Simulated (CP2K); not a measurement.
# A workflow on CH6FNSiTe (SMILES NC([TeH])[SiH2]F)

Aim: a structure relaxation (singlet CH6FNSiTe, GFN1-xTB), then energy and gradient (doublet CH6FNSiTe−, GFN1-xTB), then a geometry optimisation (doublet CH6FNSiTe−, GFN1-xTB), then energy and forces (singlet CH6FNSiTe, GFN1-xTB) of CH6FNSiTe. 

The results are computed with CP2K 2026.2.

4 further runs of the same task are left out: 4 set aside as unsound or not needed.

## Step 1: The molecule

CH6FNSiTe has 11 atoms, charge 0, and is taken as a singlet. As SMILES, `NC([TeH])[SiH2]F`. The shape comes from a force field and isn't a relaxed structure. This is one conformer, not always the lowest. The run starts from this shape.

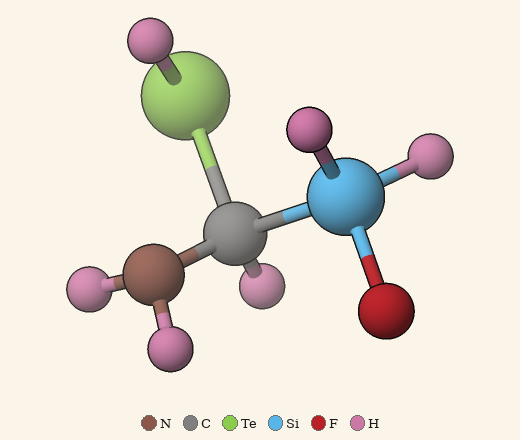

Viewed from a chosen angle; nitrogen brown, carbon grey, tellurium green, silicon blue, fluorine red, hydrogen pink.

## Step 2: A geometry optimisation at GFN1-xTB (run 1)

molecule.xyz reads:

```xyz
11

N     -1.120300     0.901600    -0.030500
C     -0.368000    -0.180200    -0.508200
Te     0.874600     0.456300    -2.132000
Si     0.780600    -0.809300     0.884200
F     -0.271300    -1.373200     2.129300
H     -1.861300     0.602200     0.653000
H     -1.701600     1.297400    -0.849700
H     -0.983900    -0.980200    -0.875300
H      1.613700     1.698400    -1.067800
H      1.536300    -1.930400     0.420000
H      1.566500     0.260400     1.397500
```

gas.inp reads:

```
&GLOBAL
   PROJECT gas
   RUN_TYPE GEO_OPT
   PRINT_LEVEL LOW
&END GLOBAL

&FORCE_EVAL
   METHOD QUICKSTEP
   &DFT
      CHARGE 0
      MULTIPLICITY 1
      &QS
         METHOD XTB
         EPS_DEFAULT 1.0E-10
         &XTB
            GFN_TYPE TBLITE
            &TBLITE
               METHOD GFN1
            &END TBLITE
            CHECK_ATOMIC_CHARGES F
         &END XTB
      &END QS
      &POISSON
         PERIODIC NONE
         POISSON_SOLVER ANALYTIC
      &END POISSON
      &SCF
         SCF_GUESS ATOMIC
         EPS_SCF 1.0E-06
         MAX_SCF 150
         ADDED_MOS 8
         &DIAGONALIZATION
            ALGORITHM STANDARD
         &END DIAGONALIZATION
         &MIXING
            METHOD DIRECT_P_MIXING
            ALPHA 0.4
         &END MIXING
         &SMEAR ON
            METHOD FERMI_DIRAC
            ELECTRONIC_TEMPERATURE [K] 300
         &END SMEAR
      &END SCF
      &PRINT
         &MOMENTS
            PERIODIC F
            REFERENCE COM
            MAX_MOMENT 1
         &END MOMENTS
         &MULLIKEN OFF
         &END MULLIKEN
         &HIRSHFELD OFF
         &END HIRSHFELD
      &END PRINT
   &END DFT
   &SUBSYS
      &CELL
         ABC [angstrom] 15.5 15.6 16.3
         PERIODIC NONE
      &END CELL
      &TOPOLOGY
         COORD_FILE_NAME molecule.xyz
         COORD_FILE_FORMAT XYZ
         &CENTER_COORDINATES
         &END CENTER_COORDINATES
      &END TOPOLOGY
   &END SUBSYS
&END FORCE_EVAL

&MOTION
   &GEO_OPT
      OPTIMIZER BFGS
      MAX_ITER 100
      MAX_FORCE 4.5E-04
      RMS_FORCE 3.0E-04
   &END GEO_OPT
   &PRINT
      &TRAJECTORY
         &EACH
            GEO_OPT 1
         &END EACH
      &END TRAJECTORY
      &FORCES ON
         &EACH
            GEO_OPT 1
         &END EACH
      &END FORCES
      &RESTART OFF
      &END RESTART
      &RESTART_HISTORY OFF
      &END RESTART_HISTORY
   &END PRINT
&END MOTION
```

Launch:

```
OMP_NUM_THREADS=1 cp2k.psmp -i gas.inp -o gas.out
```

Standard output:

```text
CP2K| version string:                                       CP2K version 2026.2
[...]
 GLOBAL| Method name                                                        CP2K
[...]
 GLOBAL| Run type                                                        GEO_OPT
[...]
                             - Atoms:                                         11
[...]
                             - Spherical basis functions:                     42
[...]
 Number of electrons:                                                         32
[...]
  *** SCF run converged in    13 steps ***
[...]
 ENERGY| Total FORCE_EVAL ( QS ) energy [hartree]            -19.379689758966968
[...]
 OPT| Step number                                                              0
[...]
 OPT| Total energy [hartree]                                      -19.3796897590
[...]
 OPT| Step number                                                             47
[...]
 OPT| Total energy [hartree]                                      -19.4115861175
[...]
 OPT| Step number                                                             48
[...]
 OPT| Total energy [hartree]                                      -19.4115862540
[...]
 ***                    GEOMETRY OPTIMIZATION COMPLETED                      ***
[...]
  *** SCF run converged in     1 steps ***
[...]
  Fermi energy:                                                -0.26355117945511
[...]
 TB_DIPOLE| Moment [Debye]          0.12679704       1.49960748      -2.26090029
 TB_DIPOLE| Derivative [a.u.]       0.00000000       0.00000000       0.00000000
 ENERGY| Total FORCE_EVAL ( QS ) energy [hartree]            -19.411586254046565
[...]
```

Wall time 2.4 s (1 thread of Arm Neoverse N1, shared host); peak memory 0.14 GiB.

The path in brief:

```
step  energy from the first frame kept (eV)  largest force (eV/Å)
   1                                 0.0000                2.8960
   3                                -0.3104                0.6288
   5                                -0.3813                0.6628
   7                                -0.4423                0.5729
   9                                -0.4644                0.1854
  11                                -0.4839                0.3973
  13                                -0.5034                0.2489
  15                                -0.5108                0.1468
  17                                -0.5154                0.0875
  19                                -0.5213                0.1641
  21                                -0.5242                0.1015
  23                                -0.5262                0.1322
  25                                -0.5294                0.1828
  27                                -0.5320                0.1580
  29                                -0.5334                0.0736
  31                                -0.5341                0.0378
  33                                -0.5344                0.0360
  35                                -0.5346                0.0432
  37                                -0.5350                0.0404
  39                                -0.5353                0.0193
  41                                -0.5354                0.0201
  43                                -0.5355                0.0071
  45                                -0.5355                0.0112
  47                                -0.5355                0.0056
  49                                -0.5355                0.0023
```

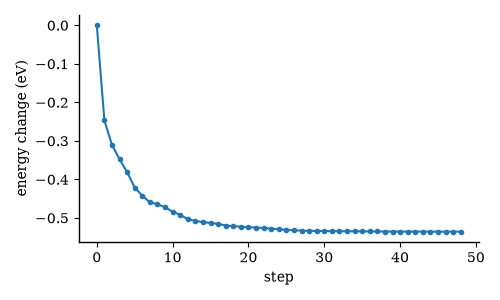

Energy along the run.

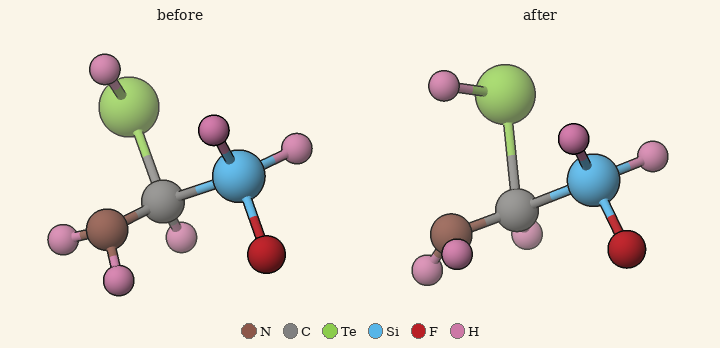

Before and after, at one scale.

After the run. Bond lengths: N1–C2 1.433 Å, C2–Te3 2.259 Å, C2–Si4 1.889 Å, Si4–F5 1.619 Å, N1–H6 1.010 Å, N1–H7 1.010 Å, C2–H8 1.091 Å, Te3–H9 1.643 Å, Si4–H10 1.440 Å, Si4–H11 1.440 Å. Some angles: N1–C2–Te3 108.6°, N1–C2–Si4 122.6°, Te3–C2–Si4 85.5°, C2–Si4–F5 108.2°, N1–C2–H8 111.1°, Te3–C2–H8 101.8°, Si4–C2–H8 120.1°, C2–N1–H6 112.3°, C2–N1–H7 112.0°, C2–Te3–H9 89.8°.

## Step 3: The doublet anion: energy and forces at GFN1-xTB (run 2)

molecule.xyz reads:

```xyz
11

N      6.622137     8.882342     7.886283
C      7.410071     7.704734     7.674601
Te     9.245208     8.271907     6.485260
Si     8.627894     7.048650     8.961287
F      7.778114     6.445812    10.200049
H      6.472329     9.071572     8.867031
H      5.743985     8.845037     7.388912
H      6.908829     7.014564     6.995029
H      9.157697     9.797993     7.086629
H      9.320711     5.874657     8.496758
H      9.390090     8.062067     9.643408
```

gas.inp reads:

```
&FORCE_EVAL
    METHOD QS
    &DFT
        CHARGE -1
        MULTIPLICITY 2
        UNRESTRICTED_KOHN_SHAM T
        &QS
            METHOD XTB
            EPS_DEFAULT 1.0E-10
            &XTB
                GFN_TYPE TBLITE
                &TBLITE
                    METHOD GFN1
                &END TBLITE
                CHECK_ATOMIC_CHARGES F
            &END XTB
        &END QS
        &POISSON
            PERIODIC NONE
            POISSON_SOLVER ANALYTIC
        &END POISSON
        &SCF
            SCF_GUESS ATOMIC
            EPS_SCF 1.0E-06
            MAX_SCF 150
            ADDED_MOS 4
            &DIAGONALIZATION
                ALGORITHM STANDARD
            &END DIAGONALIZATION
            &MIXING
                METHOD DIRECT_P_MIXING
                ALPHA 0.4
            &END MIXING
            &SMEAR ON
                METHOD FERMI_DIRAC
                ELECTRONIC_TEMPERATURE [K] 300
            &END SMEAR
        &END SCF
        &PRINT
            &MOMENTS
                PERIODIC F
                REFERENCE COM
                MAX_MOMENT 1
            &END MOMENTS
            &MO ON
                ENERGIES T
                OCCUPATION_NUMBERS T
                NDIGITS 6
                &EACH
                    QS_SCF 0
                &END EACH
                ADD_LAST NUMERIC
            &END MO
            &HIRSHFELD OFF
            &END HIRSHFELD
        &END PRINT
    &END DFT
    &SUBSYS
        &CELL
            ABC 15.6 15.9 15.7
            PERIODIC NONE
        &END CELL
        &TOPOLOGY
            COORD_FILE_NAME molecule.xyz
            COORD_FILE_FORMAT XYZ
            &CENTER_COORDINATES
            &END CENTER_COORDINATES
        &END TOPOLOGY
    &END SUBSYS
    &PRINT
        &FORCES ON
        &END FORCES
    &END PRINT
&END FORCE_EVAL

&GLOBAL
    PROJECT gas
    RUN_TYPE ENERGY_FORCE
    PRINT_LEVEL MEDIUM
&END GLOBAL
```

Launch:

```
OMP_NUM_THREADS=1 cp2k.psmp -i gas.inp -o gas.out
```

Standard output:

```text
CP2K| version string:                                       CP2K version 2026.2
[...]
 GLOBAL| Method name                                                        CP2K
[...]
 GLOBAL| Run type                                                   ENERGY_FORCE
[...]
                             - Atoms:                                         11
[...]
                             - Spherical basis functions:                     42
[...]
 Number of electrons:                                                         17
[...]
  *** SCF run converged in    16 steps ***
[...]
  Fermi energy:                                                -0.00668941488435
[...]
 TB_DIPOLE| Moment [Debye]          1.70795500       1.34869194      -3.43159510
 TB_DIPOLE| Derivative [a.u.]       0.00000000       0.00000000       0.00000000
[...]
 ENERGY| Total FORCE_EVAL ( QS ) energy [hartree]            -19.532624318554543
 FORCES| Atomic forces [hartree/bohr]
 FORCES|   Atom     x               y               z               |f|
 FORCES|      1 -1.65761854E-02  2.57972314E-02  6.50135888E-03   3.13454101E-02
 FORCES|      2 -3.50313681E-02 -2.32727357E-02  3.61957168E-02   5.54882591E-02
 FORCES|      3  7.25500349E-02 -1.42635936E-02 -4.88873308E-02   8.86393185E-02
 FORCES|      4  3.83219102E-03  1.45555183E-02 -3.51388402E-02   3.82267824E-02
 FORCES|      5 -5.59890171E-03 -8.02371267E-03  1.65166308E-02   1.91970508E-02
 FORCES|      6 -3.17560484E-03 -6.99557705E-04  1.42012070E-03   3.54832212E-03
 FORCES|      7 -2.77459656E-03 -1.66243805E-03  8.15348312E-04   3.33569771E-03
 FORCES|      8 -7.23952164E-05 -1.63984772E-03 -3.50948617E-04   1.67854298E-03
 FORCES|      9 -1.42384295E-02  1.45644370E-02  1.41506179E-02   2.48011227E-02
 FORCES|     10  7.85800532E-04 -2.94236348E-03  5.55348216E-03   6.33373109E-03
 FORCES|     11  2.99454919E-04 -2.41293781E-03  3.22384407E-03   4.03795898E-03
 FORCES| Sum     1.40946282E-16  1.47451495E-16 -8.23993651E-18
 FORCES| Total atomic force                                       2.04146258E-16
[...]
```

Run time: 0.52 s. Hardware: 1 thread of Arm Neoverse N1, shared host; peak memory 0.14 GiB.

## Step 4: The doublet anion: a geometry optimisation at GFN1-xTB (run 3)

molecule.xyz is that of step 3.

qs.inp reads:

```
&GLOBAL
  PROJECT_NAME qs
  RUN_TYPE GEO_OPT
  PRINT_LEVEL LOW
&END
&FORCE_EVAL
  METHOD QUICKSTEP
  &DFT
    CHARGE -1
    MULTIPLICITY 2
    UNRESTRICTED_KOHN_SHAM T
    &QS
      METHOD XTB
      EPS_DEFAULT 1.0E-10
      &XTB
        GFN_TYPE TBLITE
        &TBLITE
          METHOD GFN1
        &END
        CHECK_ATOMIC_CHARGES F
      &END
    &END
    &POISSON
      PERIODIC NONE
      POISSON_SOLVER ANALYTIC
    &END
    &SCF
      SCF_GUESS ATOMIC
      EPS_SCF 1.0E-06
      MAX_SCF 150
      ADDED_MOS 4
      &DIAGONALIZATION
        ALGORITHM STANDARD
      &END
      &MIXING
        METHOD DIRECT_P_MIXING
        ALPHA 0.4
      &END
      &SMEAR ON
        METHOD FERMI_DIRAC
        ELECTRONIC_TEMPERATURE [K] 300
      &END
    &END
    &PRINT
      &MOMENTS
        PERIODIC F
        REFERENCE COM
        MAX_MOMENT 1
      &END
      &MULLIKEN OFF
      &END
      &HIRSHFELD OFF
      &END
    &END
  &END
  &SUBSYS
    &CELL
      ABC [angstrom] 15.6 15.9 15.7
      PERIODIC NONE
    &END
    &TOPOLOGY
      COORD_FILE_NAME molecule.xyz
      COORD_FILE_FORMAT XYZ
      &CENTER_COORDINATES
      &END
    &END
  &END
&END
&MOTION
  &GEO_OPT
    OPTIMIZER BFGS
    MAX_ITER 100
    MAX_FORCE 4.5E-04
    RMS_FORCE 3.0E-04
  &END
  &PRINT
    &TRAJECTORY
      &EACH
        GEO_OPT 1
      &END
    &END
    &FORCES ON
      &EACH
        GEO_OPT 1
      &END
    &END
    &RESTART OFF
    &END
    &RESTART_HISTORY OFF
    &END
  &END
&END
```

Launch:

```
OMP_NUM_THREADS=1 cp2k.psmp -i qs.inp -o qs.out
```

Standard output:

```text
CP2K| version string:                                       CP2K version 2026.2
[...]
 GLOBAL| Method name                                                        CP2K
[...]
 GLOBAL| Run type                                                        GEO_OPT
[...]
                             - Atoms:                                         11
[...]
                             - Spherical basis functions:                     42
[...]
 Number of electrons:                                                         17
[...]
  *** SCF run converged in    16 steps ***
[...]
 ENERGY| Total FORCE_EVAL ( QS ) energy [hartree]            -19.532624318554543
[...]
 OPT| Step number                                                              0
[...]
 OPT| Total energy [hartree]                                      -19.5326243186
[...]
 OPT| Step number                                                             76
[...]
 OPT| Total energy [hartree]                                      -19.6029199937
[...]
 OPT| Step number                                                             77
[...]
 OPT| Total energy [hartree]                                      -19.6029200717
[...]
 ***                    GEOMETRY OPTIMIZATION COMPLETED                      ***
[...]
  *** SCF run converged in     2 steps ***
[...]
  Fermi energy:                                                -0.13502200258288
[...]
 TB_DIPOLE| Moment [Debye]          2.04560320      -0.47163104      -5.05283246
 TB_DIPOLE| Derivative [a.u.]       0.00000000       0.00000000       0.00000000
 ENERGY| Total FORCE_EVAL ( QS ) energy [hartree]            -19.602920071675531
[...]
```

Run time: 5.7 s. Hardware: 1 thread of Arm Neoverse N1, shared host; peak memory 0.14 GiB.

The path in brief:

```
step  energy from the first frame kept (eV)  largest force (eV/Å)
   1                                 0.0000                1.9260
   5                                -0.6509                0.2221
   9                                -0.6925                0.2605
  13                                -0.7152                0.1887
  17                                -0.7206                0.0853
  21                                -0.7273                0.1269
  25                                -0.7353                0.2340
  29                                -0.7699                0.6638
  33                                -0.8054                0.6549
  37                                -0.8532                0.2716
  41                                -0.8731                0.3021
  45                                -0.8819                0.0988
  49                                -0.8871                0.1003
  53                                -0.8898                0.0871
  57                                -0.8947                0.0837
  61                                -0.8964                0.0152
  65                                -0.8965                0.0233
  69                                -0.8967                0.0099
  73                                -0.8967                0.0063
  77                                -0.8968                0.0025
  78                                -0.8968                0.0025
```

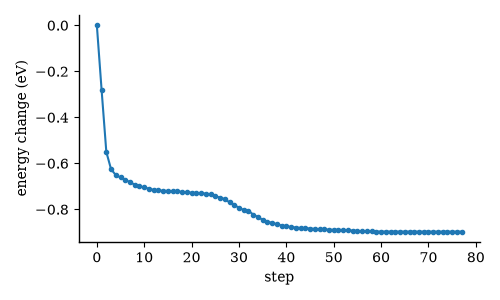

Energy along the run.

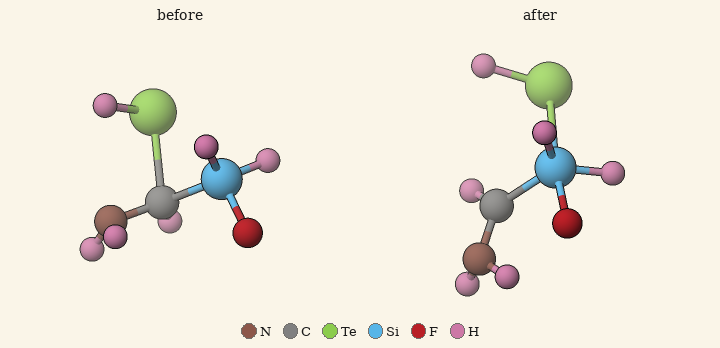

Before and after, at one scale.

After the run. Bond lengths: N1–C2 1.413 Å, C2–Si4 1.875 Å, Te3–Si4 2.663 Å, Si4–F5 1.753 Å, N1–H6 1.010 Å, N1–H7 1.010 Å, C2–H8 1.091 Å, Te3–H9 1.673 Å, Si4–H10 1.454 Å, Si4–H11 1.452 Å. Some angles: N1–C2–Si4 123.7°, C2–Si4–Te3 92.5°, C2–Si4–F5 90.2°, Te3–Si4–F5 173.5°, N1–C2–H8 111.1°, Si4–C2–H8 125.2°, C2–N1–H6 111.5°, C2–N1–H7 114.7°, C2–Si4–H10 123.5°, C2–Si4–H11 118.8°.

## Step 5: Energy and gradient at GFN1-xTB (run 4)

molecule.xyz reads:

```xyz
11

N      6.172346     8.471062     7.895537
C      7.440162     8.289857     7.299048
Te    10.417149     7.588393     6.001618
Si     8.937124     7.629979     8.215549
F      7.976065     7.457807     9.671625
H      6.121065     8.022650     8.799212
H      5.389571     8.246643     7.297835
H      7.422919     8.575442     6.246086
H     10.320263     9.206902     5.588745
H      9.246777     6.214284     8.334538
H      9.796520     8.566747     8.916432
```

run.inp reads:

```
&GLOBAL
 PROJECT_NAME run
 RUN_TYPE ENERGY_FORCE
 PRINT_LEVEL MEDIUM
&END GLOBAL

&FORCE_EVAL
 METHOD Quickstep
 &DFT
  CHARGE 0
  MULTIPLICITY 1
  &QS
   METHOD XTB
   EPS_DEFAULT 1.0E-10
   &XTB
    GFN_TYPE TBLITE
    &TBLITE
     METHOD GFN1
    &END TBLITE
    CHECK_ATOMIC_CHARGES F
   &END XTB
  &END QS
  &POISSON
   PERIODIC NONE
   POISSON_SOLVER ANALYTIC
  &END POISSON
  &SCF
   SCF_GUESS ATOMIC
   EPS_SCF 1.0E-06
   MAX_SCF 150
   ADDED_MOS 8
   &DIAGONALIZATION
    ALGORITHM STANDARD
   &END DIAGONALIZATION
   &MIXING
    METHOD DIRECT_P_MIXING
    ALPHA 0.4
   &END MIXING
   &SMEAR ON
    METHOD FERMI_DIRAC
    ELECTRONIC_TEMPERATURE [K] 300
   &END SMEAR
  &END SCF
  &PRINT
   &MOMENTS
    PERIODIC F
    REFERENCE COM
    MAX_MOMENT 1
   &END MOMENTS
   &MO ON
    ENERGIES T
    OCCUPATION_NUMBERS T
    NDIGITS 6
    &EACH
     QS_SCF 0
    &END EACH
    ADD_LAST NUMERIC
   &END MO
   &HIRSHFELD OFF
   &END HIRSHFELD
  &END PRINT
 &END DFT
 &SUBSYS
  &CELL
   ABC [angstrom] 17 15 16.1
   PERIODIC NONE
  &END CELL
  &TOPOLOGY
   COORD_FILE_NAME molecule.xyz
   COORD_FILE_FORMAT XYZ
   &CENTER_COORDINATES
   &END CENTER_COORDINATES
  &END TOPOLOGY
 &END SUBSYS
 &PRINT
  &FORCES ON
  &END FORCES
 &END PRINT
&END FORCE_EVAL
```

Launch:

```
OMP_NUM_THREADS=1 cp2k.psmp -i run.inp > run.out 2>&1
```

Standard output:

```text
CP2K| version string:                                       CP2K version 2026.2
[...]
 GLOBAL| Method name                                                        CP2K
[...]
 GLOBAL| Run type                                                   ENERGY_FORCE
[...]
                             - Atoms:                                         11
[...]
                             - Spherical basis functions:                     42
[...]
 Number of electrons:                                                         32
[...]
  *** SCF run converged in    21 steps ***
[...]
  Fermi energy:                                                -0.36101444973025
[...]
 TB_DIPOLE| Moment [Debye]         -2.69601042       0.91562204      -3.27054051
 TB_DIPOLE| Derivative [a.u.]       0.00000000       0.00000000       0.00000000
[...]
 ENERGY| Total FORCE_EVAL ( QS ) energy [hartree]            -19.349466345281428
 FORCES| Atomic forces [hartree/bohr]
 FORCES|   Atom     x               y               z               |f|
 FORCES|      1  5.15538275E-02 -3.21634572E-02 -2.91017834E-02   6.73735772E-02
 FORCES|      2 -5.18700039E-02  2.61550645E-02  1.23431014E-02   5.93880195E-02
 FORCES|      3 -6.93575033E-03  5.91500189E-03 -2.50403043E-03   9.45315019E-03
 FORCES|      4  1.08900430E-02 -1.03093215E-02  3.10534471E-02   3.44846592E-02
 FORCES|      5  3.32693567E-03  2.80722157E-03 -1.53340822E-02   1.59399834E-02
 FORCES|      6 -6.77868589E-05  4.04030989E-03  5.31983833E-03   6.68052236E-03
 FORCES|      7 -2.35932661E-03  8.70228066E-03  3.69836891E-04   9.02401740E-03
 FORCES|      8 -1.13010454E-03 -1.02436870E-03  1.63138968E-03   2.23336065E-03
 FORCES|      9  3.42564739E-04 -6.97826348E-03  1.31614735E-03   7.10955383E-03
 FORCES|     10 -1.66063432E-03  1.27237364E-03 -2.43122175E-03   3.20741021E-03
 FORCES|     11 -2.08976435E-03  1.58315867E-03 -2.66264300E-03   3.73673309E-03
 FORCES| Sum    -7.15573434E-17  7.78457160E-17  4.07660017E-17
 FORCES| Total atomic force                                       1.13323765E-16
[...]
```

It took 0.5 s on 1 thread of Arm Neoverse N1, shared host; peak memory 0.14 GiB.

## Step 6: What came out

| quantity | value |
| --- | --- |
| run 1, GFN1-xTB: total energy at the end | -19.41159 Eh |
| run 1, GFN1-xTB: dipole moment (from atomic charges alone) | 2.72 D |
| doublet anion, run 2: total energy | -19.53262 Eh |
| doublet anion, run 2: HOMO energy (highest over α and β) | -0.35 eV |
| doublet anion, run 2: LUMO energy (lowest over α and β) | -0.02 eV |
| doublet anion, run 2: largest force on an atom | 4.558 eV/Å |
| doublet anion, run 3: total energy at the end | -19.60292 Eh |
| run 4, GFN1-xTB: total energy | -19.34947 Eh |
| run 4, GFN1-xTB: dipole moment (from atomic charges alone) | 4.34 D |
| run 4, GFN1-xTB: HOMO energy | -9.92 eV |
| run 4, GFN1-xTB: LUMO energy | -9.73 eV |
| run 4, GFN1-xTB: HOMO–LUMO gap | 0.20 eV |
| run 4, GFN1-xTB: largest force on an atom | 3.464 eV/Å |
| adiabatic electron affinity (to the doublet anion, no zero-point term) | 5.206 eV |

No empirical shift is applied, and without it xTB methods put this difference several eV too high. The largest force (run 4, GFN1-xTB) is 3.46 eV/Å: the shape isn't a stationary point for this species at this level. The adiabatic electron affinity (to the doublet anion, no zero-point term) is 5.21 eV (502 kJ/mol). The second species lost a bond as it relaxed, so this leads to another structure. The dipole (run 1, GFN1-xTB) comes from point charges on the atoms alone, without atomic dipoles, so it is partial. The optimisation (run 1, GFN1-xTB) took 48 steps and changed the energy by -0.868 eV.
